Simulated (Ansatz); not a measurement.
CH4GaNO (SMILES N=[C](O)[GaH2])

```xyz
8

N     0.1888    1.4727   -0.5938
C     0.2216    0.4765    0.1899
O     0.7771    0.6265    1.4087
Ga   -0.4857   -1.3513   -0.1998
H    -0.2507    1.2387   -1.4788
H     1.0755    1.5494    1.4663
H    -1.1166   -1.4946   -1.6289
H    -0.4100   -2.5178    0.8364
```

Geometry: PBE0-D4/def2-TZVP.

Method: Ansatz, RKS PBE0-D4/def2-TZVPP.

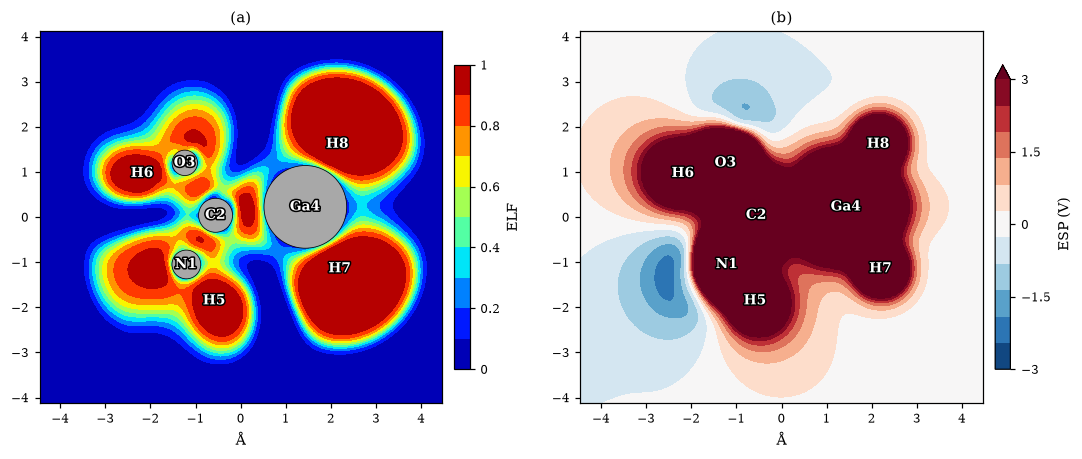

Figure 1. (a) ELF; (b) molecular electrostatic potential on the molecular plane. Grey discs cover the atomic cores in the ELF map.

Describe what can be read from this map.

- The section cuts through N, C, O, Ga and H sites.
- C–N (1.27 Å): the ELF peaks at about 0.90 between the atoms (a short, multiple covalent bond).
- C–O (1.35 Å): the ELF peaks at about 0.90 between the atoms; a shared but strongly polarised pair.
- C–Ga (2.00 Å): the ELF peaks at about 0.95 in the valence shell of C, 0.7 Å from its nucleus, and is about 0.60 at the midpoint.
- O–H (0.97 Å): the ELF climbs to about 1 towards the hydrogen, as it does in any bond to H; an ordinary covalent bond to hydrogen.
- N–H (1.02 Å): the ELF climbs to about 1 towards the hydrogen; a covalent bond by its length.
- The ELF also peaks beside N1 and O3, away from the bonds: lone-pair regions.
- Outside the dense part of the molecule the potential is most negative (−2.2 V) near N1.

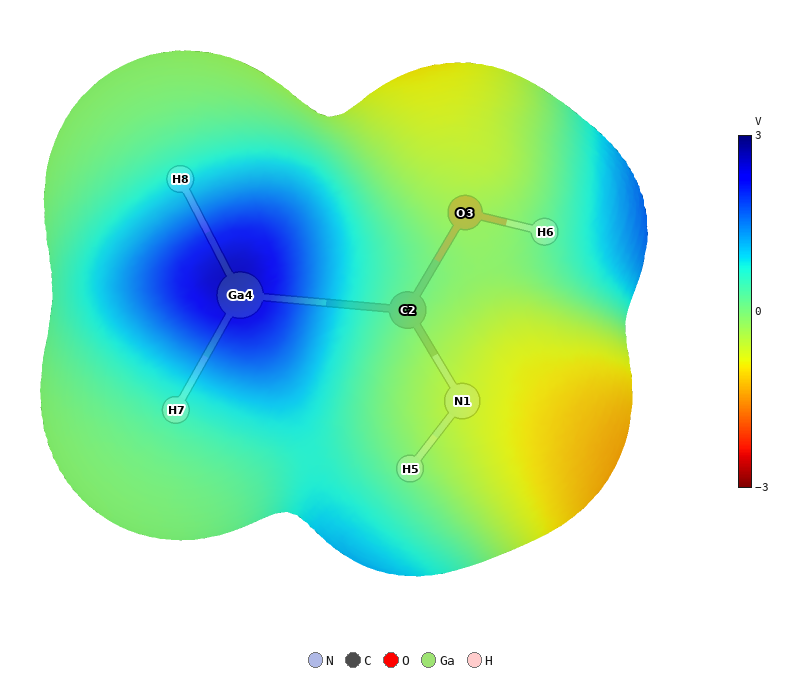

Figure 2. The electrostatic potential painted on the density surface at 0.001 e/bohr³, seen across its widest extent; the colour scale runs from red (negative) to blue (positive).

Which sites attract a positive test charge, and which a negative one?

A positive charge is drawn to the negative regions and a negative charge to the positive ones. The most negative region (about −1.4 V) lies over N1, the most positive (about +2.6 V) over Ga4. N1 is the likeliest acceptor of a hydrogen bond.

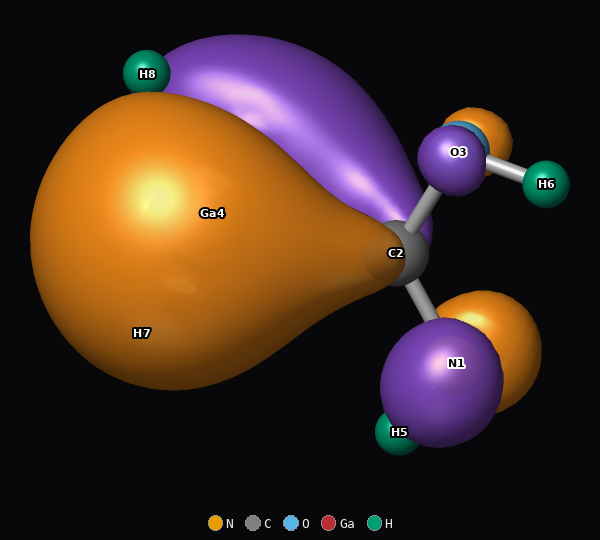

Figure 3. The LUMO at ±0.1 Å⁻³ᐟ² (orange and purple are the two phases), seen at a tilt.

What is the character of this orbital?

Its weight (Hirshfeld) is mainly on Ga4 (about 70 %), C2 (about 10 %) and N1 (about 10 %); it changes sign across the molecular plane (π type); π-antibonding (a node) across N1–C2. Its energy is −2.19 eV.

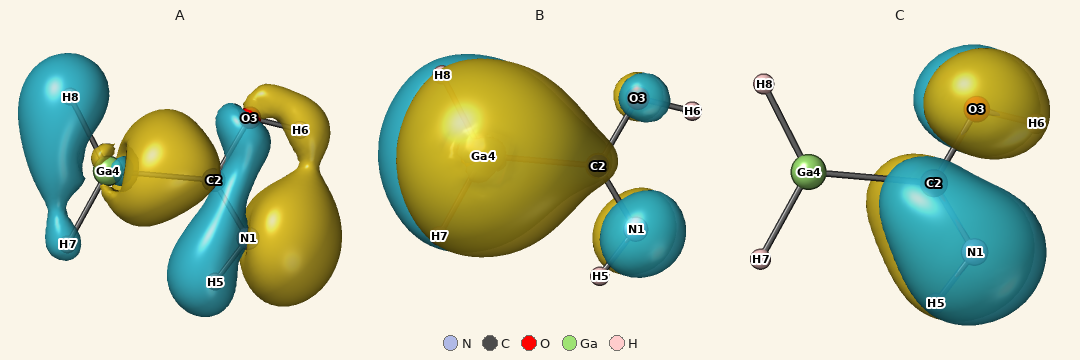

Figure 4. Three frontier orbitals at ±0.08 Å⁻³ᐟ² (yellow and cyan are the two phases), in no order.

Order the three orbitals by energy and name them.

C is the HOMO−1 (−8.08 eV). By Hirshfeld shares it lies mainly on N1 (about 45 %), O3 (about 30 %) and C2 (about 15 %); it changes sign across the molecular plane (π type); π-bonding across N1–C2; π-antibonding (a node) across C2–O3. A is the HOMO (−7.41 eV). It lies mainly on N1 (about 50 %), C2 (about 20 %) and Ga4 (about 15 %); it is symmetric in the molecular plane (an in-plane orbital: σ, lone-pair or in-plane π type). B is the LUMO (−2.19 eV). By Hirshfeld shares it lies mainly on Ga4 (about 70 %), C2 (about 10 %) and N1 (about 10 %); it changes sign across the molecular plane (π type); π-antibonding (a node) across N1–C2.

What is the HOMO–LUMO gap?

5.22 eV between the orbital energies.
